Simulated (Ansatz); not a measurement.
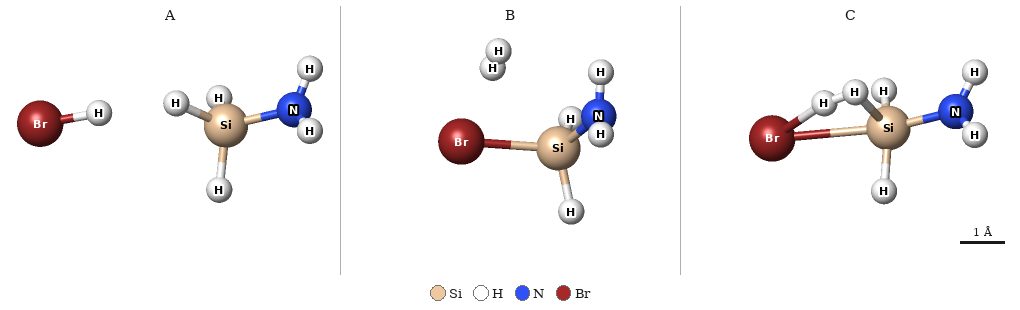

Three geometries of SiNH6Br: a saddle point and the two minima that it joins, in shuffled order. The picture is a ball-and-stick view, seen at a tilt. Sticks join atoms that are closer than about 1.2 times the sum of their covalent radii (a little more with hydrogen).

Stationary points at PBE0-D4/def2-TZVP, single-point energies with CCSD(T)/CBS, PBE0-D4, CCSD(T), SPW92 (LDA) (def2-TZVPP where no basis is named; Ansatz 0.2.0). The energies are electronic, without zero-point or thermal terms, and both ends are the minima reached downhill from the saddle, with any fragments still in contact. CCSD(T)/CBS stands for a frozen-core estimate: MP2 correlation extrapolated from def2-TZVPP and def2-QZVPP, CCSD(T) minus MP2 from the smaller set.

> Identify the saddle point and describe the reaction.

Frame C is the saddle point. Counted by bonded pieces, A holds HBr + SiH₅N and B holds H₂ + SiH₄BrN. From A over the saddle to B, bonds form: Br–Si (4.26 → 2.71 → 2.24 Å), H–H (1.82 → 0.86 → 0.75 Å). Bonds break: H–Si (1.50 → 1.76 → 4.53 Å), Br–H (1.43 → 1.97 → 3.35 Å). The saddle has one imaginary mode, 517i cm⁻¹. With CCSD(T)/CBS the barrier is 28.3 kcal/mol from A and 49.8 kcal/mol from B, and B lies 21.5 kcal/mol below A.

```
      level  barrier from A (kcal/mol)  barrier from B (kcal/mol)  B less A (kcal/mol)
CCSD(T)/CBS                       28.3                       49.8                −21.5
    PBE0-D4                       24.2                       45.0                −20.8
    CCSD(T)                       30.9                       50.6                −19.8
SPW92 (LDA)                       16.5                       35.0                −18.5
```

Against CCSD(T)/CBS, CCSD(T) comes closest on the barrier from A (+2.6 kcal/mol) and SPW92 (LDA) misses most (−11.8 kcal/mol).
